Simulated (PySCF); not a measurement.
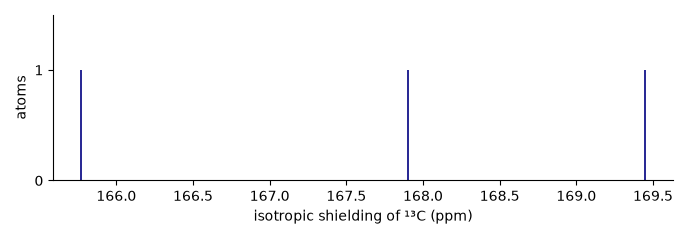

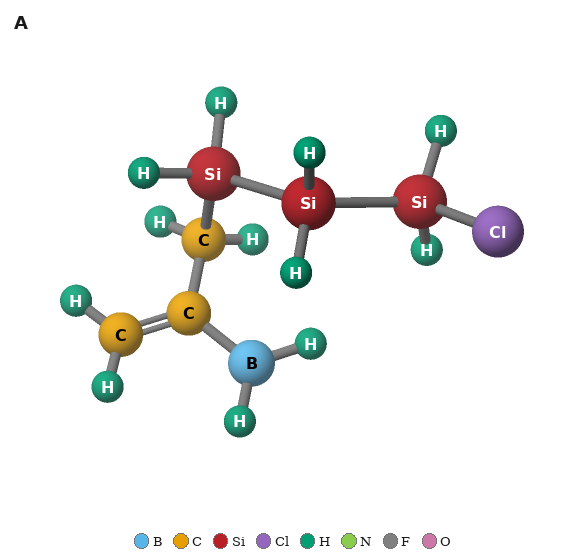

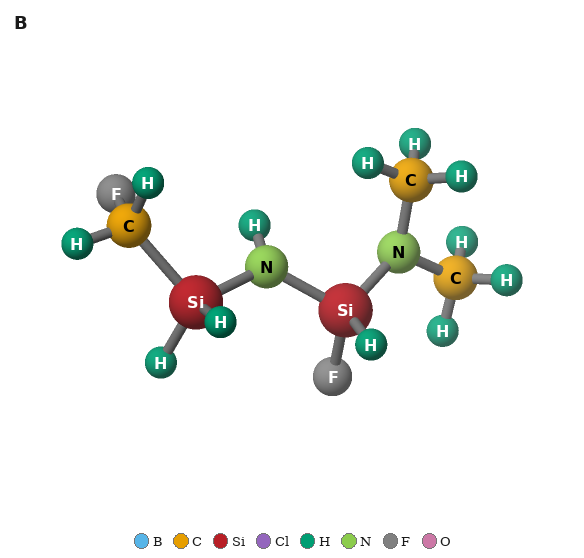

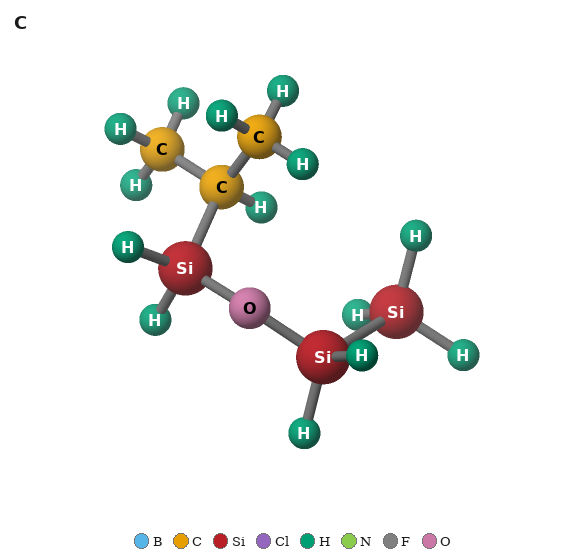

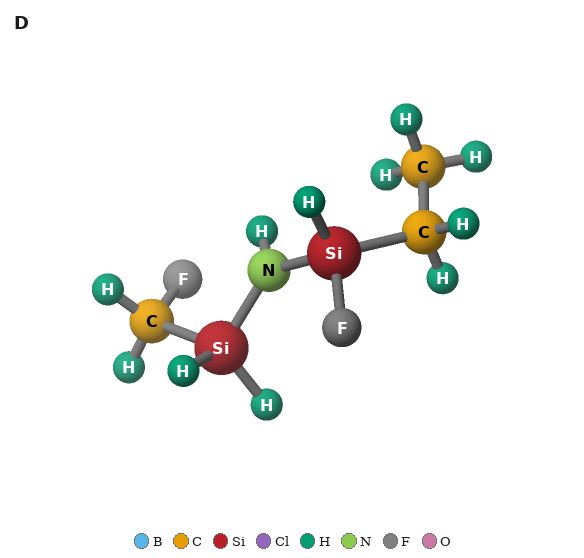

The sticks are computed shieldings of one of the molecules, for one fixed geometry (PBE0-D3(BJ)/def2-SVP) without averaging over rotations. Low shielding means a high chemical shift. Method: GIAO PBE0/pcSseg-1 NMR shielding, non-relativistic, gas phase (PySCF 2.14.0).

### Which molecule gives this pattern?

C, `CC(C)[SiH2]O[SiH2][SiH3]`. Its 3 C atoms give lines at 165.8, 167.9, 169.4 ppm.

The geometry is semi-empirical. Around B, Si such bond lengths and angles can be off by a tenth of an ångström or more and by several degrees, and values that hang on the shape move with them.
